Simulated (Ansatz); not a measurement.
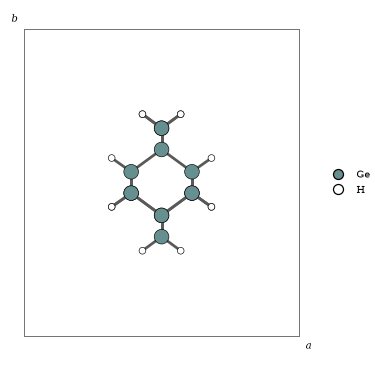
Figure: 1 relaxed period of a body that repeats along c, seen along c; the cell edge a is 18.0 Å long

Method: PBE (plane waves to 420 eV, PAW; Ansatz, an electronic-structure program). Mesh 1×1×8. No spin polarisation. It repeats along c; a and b span vacuum. A model structure. Only distortions within the start's symmetry and period were free. Values not marked SOC lack spin–orbit coupling.

Q: What is drawn, and how wide is it?

A: Several could match; the one computed here: H-capped Ge nanowire along [110], 8 atoms a period besides the caps. An idealised model, cut from the bulk lattice.
It measures about 9 Å across, from nucleus to nucleus.
